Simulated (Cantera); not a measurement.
Input: 1 mol SiC, 0.063 mol H2, equilibrated at 8.25 Torr.

Cantera equilibrium calculation (NASA polynomials, part measured and part estimated; ideal gas, pure solids and liquids). Candidate condensed phases: C, C6H6, C7H8, C8H18, Si, SiC; 87 gas species. Gases not in the tables: Si2H6 and higher silanes. Rates play no part.

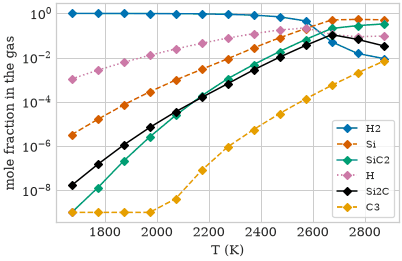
Equilibrium gas composition (values under 1e-9 drawn at 1e-9)

**Question.** Read off the mole fractions at 2373 K.

**Answer.** H2 about 0.84, H about 0.12, Si about 0.028, SiC2 about 0.0049, Si2C about 0.0028, C3 about 5.6e-6.
